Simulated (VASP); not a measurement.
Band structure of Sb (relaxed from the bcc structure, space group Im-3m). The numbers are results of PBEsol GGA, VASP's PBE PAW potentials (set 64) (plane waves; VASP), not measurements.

Unless said otherwise, spin-orbit coupling is left out, though it shifts the bands of the heavy elements here.

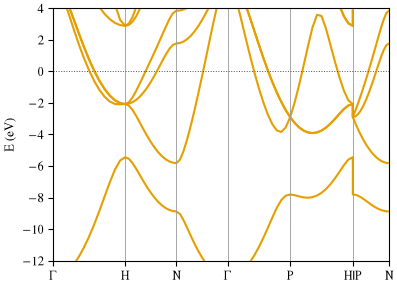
Figure: Bands along high-symmetry lines, zero at the valence-band maximum or, without a gap, the Fermi level

Task: Read the plot: is there a gap, and where are the band edges?

Result: It has no gap at this level: it comes out as a metal or semimetal. (Edges off the drawn lines would not show.)

The structure was generated: Sb was put into the bcc type (Im-3m), which need not be its known phase. It was relaxed first, which changed the volume by -5 %.
